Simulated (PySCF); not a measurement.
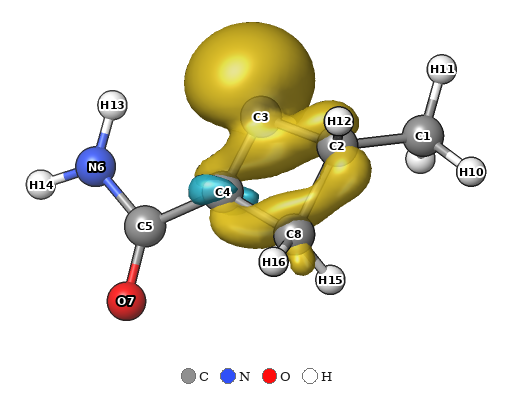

C$_{6}$H$_{8}$NO (SMILES C[C@H]1[C]=C(C(N)=O)C1) (doublet). Isosurfaces of the spin density at +0.03 (yellow) and −0.03 e/Å³ (cyan), seen at a tilt.

Geometry: GFN2-xTB.

All numbers below come from PySCF 2.14.0, density-fitted response routines, UKS B3LYP, pcH-1 on C H N O, non-relativistic, mean-field spin-orbit, GIAO.

```json
{"atom": "C", "x (Å)": "-2.3884", "y (Å)": "0.7227", "z (Å)": "0.1182"}
{"atom": "C", "x (Å)": "-1.2065", "y (Å)": "0.3122", "z (Å)": "-0.7354"}
{"atom": "C", "x (Å)": "0.1256", "y (Å)": "0.9182", "z (Å)": "-0.3799"}
{"atom": "C", "x (Å)": "0.7568", "y (Å)": "-0.2069", "z (Å)": "-0.0444"}
{"atom": "C", "x (Å)": "2.0815", "y (Å)": "-0.6128", "z (Å)": "0.4228"}
{"atom": "N", "x (Å)": "2.9559", "y (Å)": "0.4193", "z (Å)": "0.5458"}
{"atom": "O", "x (Å)": "2.3779", "y (Å)": "-1.7631", "z (Å)": "0.6801"}
{"atom": "C", "x (Å)": "-0.4967", "y (Å)": "-1.0171", "z (Å)": "-0.3472"}
{"atom": "H", "x (Å)": "-2.1294", "y (Å)": "0.6716", "z (Å)": "1.1734"}
{"atom": "H", "x (Å)": "-3.2337", "y (Å)": "0.0630", "z (Å)": "-0.0685"}
{"atom": "H", "x (Å)": "-2.6871", "y (Å)": "1.7417", "z (Å)": "-0.1175"}
{"atom": "H", "x (Å)": "-1.4464", "y (Å)": "0.3883", "z (Å)": "-1.7972"}
{"atom": "H", "x (Å)": "2.6845", "y (Å)": "1.3586", "z (Å)": "0.3197"}
{"atom": "H", "x (Å)": "3.8928", "y (Å)": "0.2341", "z (Å)": "0.8610"}
{"atom": "H", "x (Å)": "-0.9226", "y (Å)": "-1.5028", "z (Å)": "0.5274"}
{"atom": "H", "x (Å)": "-0.3716", "y (Å)": "-1.7180", "z (Å)": "-1.1698"}
```

Q: Where is the unpaired spin?

A: The unpaired spin (1 electron) lies mostly on C3 (about 0.7), C2 (about 0.1) and C8 (about 0.1), in electrons by Hirshfeld's partition.
